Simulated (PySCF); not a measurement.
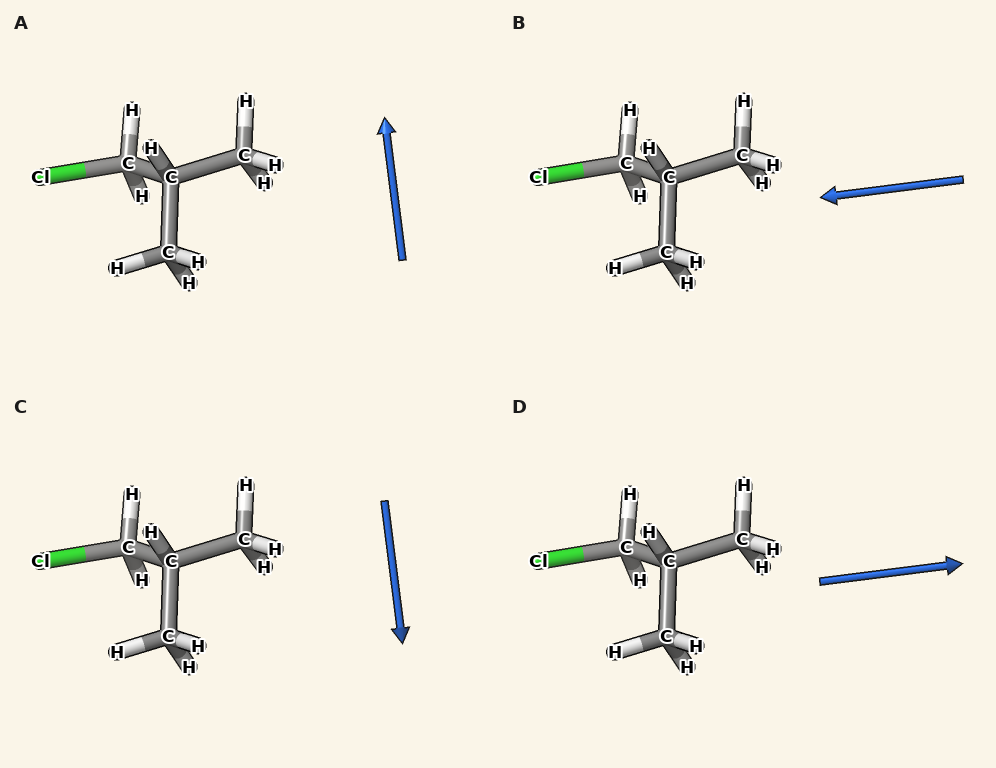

The same molecule four times, each with an arrow. Computed geometry: GFN2-xTB optimisation. No frequency run is at hand to confirm it as a minimum. Level of theory: CAM-B3LYP/def2-SVPD, gas phase (PySCF 2.14.0).

**Which arrow points along the dipole moment, from the negative to the positive end?**

D. The dipole moment is 2.14 D.
